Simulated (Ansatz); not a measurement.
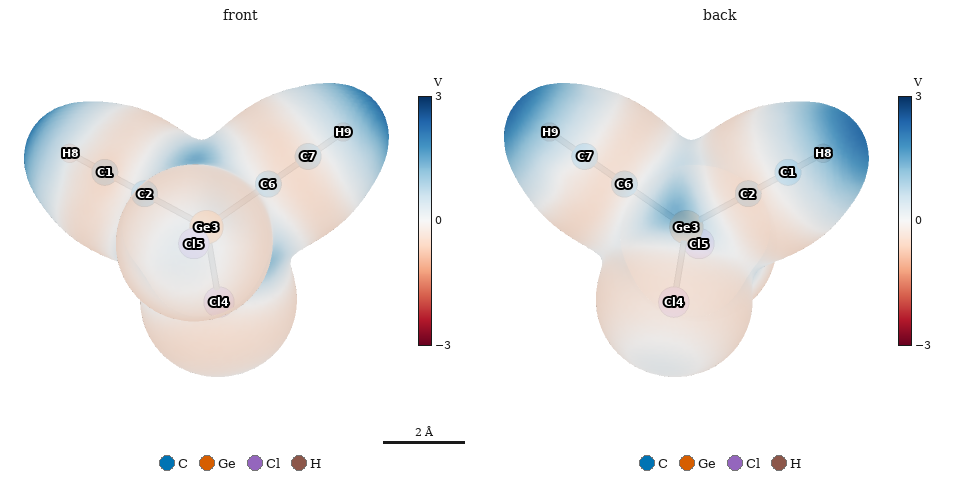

Figure 1: C$_{4}$H$_{2}$Cl$_{2}$Ge (SMILES C#[C][Ge]([Cl])([Cl])[C]#C). The electrostatic potential painted on the density surface at 0.002 e/bohr³, seen from the front and from behind; the colour scale runs from red (negative) to blue (positive).

Geometry: PBE0-D4/def2-TZVP.

All numbers below come from RKS PBE0-D4/def2-TZVPP (Ansatz 0.2.0).

The calculation's input:

```
crystal:
  periodic: [false, false, false]
  atoms:
    - {symbol: C, position_ang: [0.636635, -2.543197, 0.676952]}
    - {symbol: C, position_ang: [0.456169, -1.508335, 0.090297]}
    - {symbol: Ge, position_ang: [0.178545, 0.106243, -0.828057]}
    - {symbol: Cl, position_ang: [-1.173729, -0.230748, -2.438841]}
    - {symbol: Cl, position_ang: [2.029757, 0.770242, -1.645972]}
    - {symbol: C, position_ang: [-0.516694, 1.446744, 0.288638]}
    - {symbol: C, position_ang: [-0.961776, 2.305897, 1.003781]}
    - {symbol: H, position_ang: [0.795979, -3.459921, 1.197857]}
    - {symbol: H, position_ang: [-1.356286, 3.066775, 1.638243]}
basis:
  gaussian: {orbitals: def2-TZVPP}
hamiltonian: {xc: pbe0, dispersion: d4}
output: {orbitals: {seedname: orbitals}}
```

Command:

```sh
ansatz run in.yaml --threads 4 --pin off --events-out ev --progress --plain --max-ram 11315MiB
```

Describe the electrostatic potential map.

Answer. The most negative region (about −0.5 V) lies over the C and Cl atoms, the most positive (about +2.2 V) over H8 and H9. Cl4 shows a σ-hole: about +0.2 V at the tip opposite its bond, against about −0.4 V on its flanks. Cl5 shows a σ-hole: about +0.2 V at the tip opposite its bond, against about −0.4 V on its flanks.
